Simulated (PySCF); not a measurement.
SMILES C1=CSC(=C2SC=CS2)S1 (C₆H₄S₄), singlet, PBE0/def2-SVP optimised geometry. Atoms within 1.6 Å of the plane z = 0.0 Å (x, y, z in Å): C1 (-1.16, -3.03, 0.00), C2 (-2.29, -2.31, 0.00), S3 (-2.14, -0.57, 0.00), C4 (-0.37, -0.57, 0.00), C5 (0.37, 0.57, 0.00), S6 (-0.36, 2.18, 0.00), C7 (1.16, 3.03, 0.00), C8 (2.29, 2.31, 0.00), S9 (2.14, 0.57, 0.00), S10 (0.36, -2.18, 0.00), H11 (-1.13, -4.12, 0.00), H12 (-3.29, -2.73, 0.00), H13 (1.13, 4.12, 0.00), H14 (3.29, 2.73, 0.00).

Calculation: PBE0/def2-TZVP (PySCF). Cells within 0.4 Å of a nucleus heavier than hydrogen are left out (blank, or x).

Map of the Laplacian of the electron density (e/bohr⁵), clipped to [-1.50, 1.50] on the plane z = 0.0 Å:

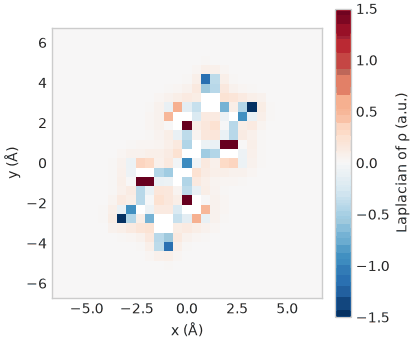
Laplacian of the electron density (e/bohr⁵), clipped to [-1.50, 1.50] on the plane z = 0.0 Å.
